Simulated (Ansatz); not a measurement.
**ClGa₂H₄N: density, localisation and related maps**

Input

```
crystal:
  periodic: [false, false, false]
  atoms:
    - symbol: Cl
      position_ang: [-2.117406, -1.291512, 2.525650]
    - symbol: Ga
      position_ang: [-1.027560, -0.420999, 0.815860]
    - symbol: Ga
      position_ang: [1.393406, -0.126340, 1.403686]
    - symbol: N
      position_ang: [0.395117, -1.747449, 0.311643]
    - symbol: H
      position_ang: [-1.816045, 0.346744, -0.296315]
    - symbol: H
      position_ang: [0.588256, -1.883427, -0.680769]
    - symbol: H
      position_ang: [0.326575, -2.663410, 0.755677]
    - symbol: H
      position_ang: [2.935127, -0.540544, 1.580878]
basis:
  gaussian:
    orbitals: def2-TZVPD
hamiltonian:
  xc: pbe0
output:
  forces: true
  orbitals: {seedname: orbitals}
```

Command:

```sh
ansatz run input.yaml --threads 2 --pin off --max-ram 4350MiB --events-out events.jsonl --progress --plain --runs-dir runs
```

Geometry: B3LYP/6-31G*.

Level of theory: Ansatz, isolated molecule in a Gaussian basis; Kohn-Sham density functional theory, functional PBE0.

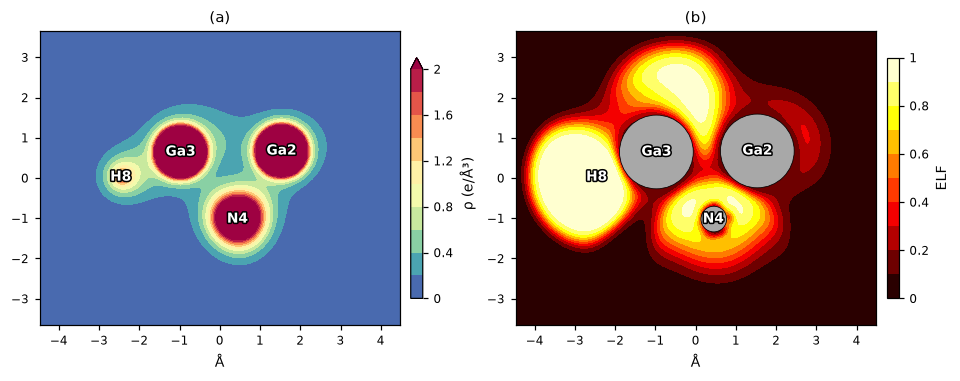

Figure 1. (a) electron density; (b) electron localisation function on the plane of atoms Ga3, Ga2 and N4. Grey discs cover the atomic cores in the ELF map.

### Describe what can be read from this map.

Atoms in the plane: Ga, N and H.
Ga–N (2.01 Å): ρ is about 0.64 e/Å³ halfway; the ELF peaks at about 0.90 in the valence shell of N, 0.6 Å from its nucleus, and is about 0.35 at the midpoint.
Ga–Ga (2.51 Å): ρ is about 0.36 e/Å³ halfway; the ELF reaches about 0.55 near the midpoint.
Ga–N (2.19 Å): ρ at the midpoint is about 0.45 e/Å³; the ELF peaks at about 0.90 in the valence shell of N, 0.7 Å from its nucleus, and is about 0.35 at the midpoint.

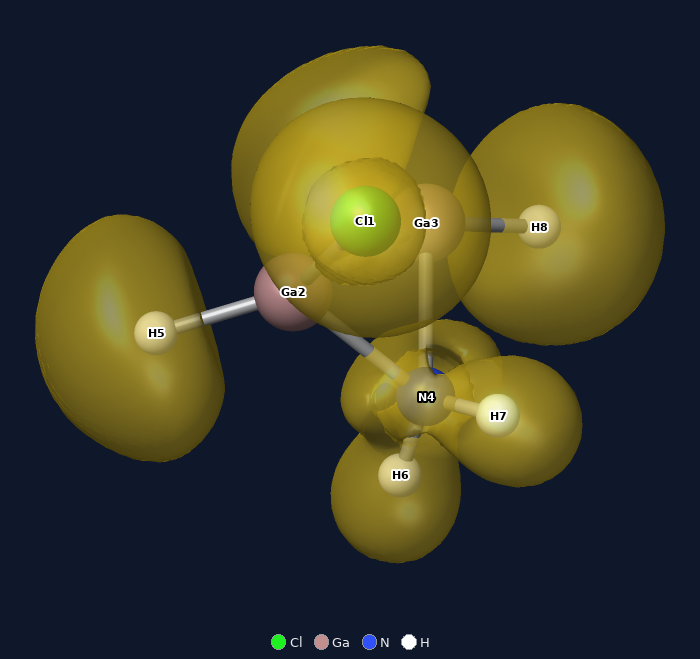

Figure 2. Isosurface of the electron localisation function at 0.75 (yellow), seen at an oblique angle. Only the valence region is drawn (cores and ρ < 0.01 e/Å³ removed).

### Describe the localisation domains.

The ELF exceeds this value in two regions around hydrogen nuclei, one lobe on Ga, pointing away from the bonds (lone pairs), one region wrapped around Cl (its valence shell) and one joined region spread over several atoms (H, N), in which their bonds and any lone pairs are merged. Profiles from the grid: Ga–Cl (2.21 Å): the ELF peaks at about 0.85 in the valence shell of Cl, 0.8 Å from its nucleus, and is about 0.60 at the midpoint.

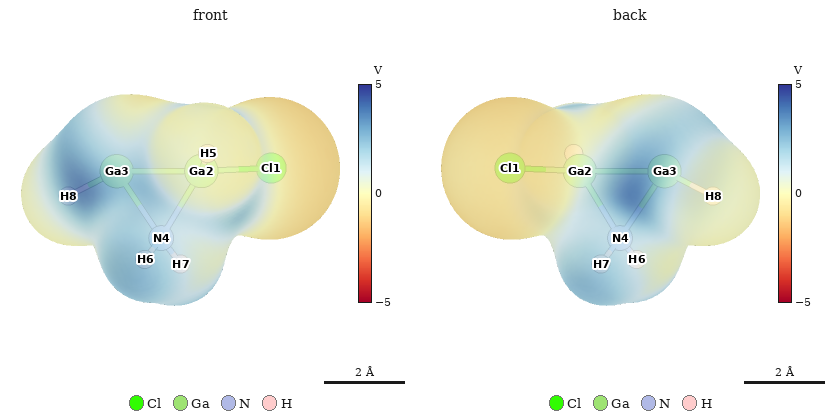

Figure 3. The molecular electrostatic potential painted on the density surface at 0.004 e/bohr³, seen from the front and from behind; red is negative and blue positive.

### Which sites attract a positive test charge, and which a negative one?

A positive charge is drawn to the negative regions and a negative charge to the positive ones. The most negative region (about −1.0 V) lies over Cl1, the most positive (about +3.9 V) over Ga3.
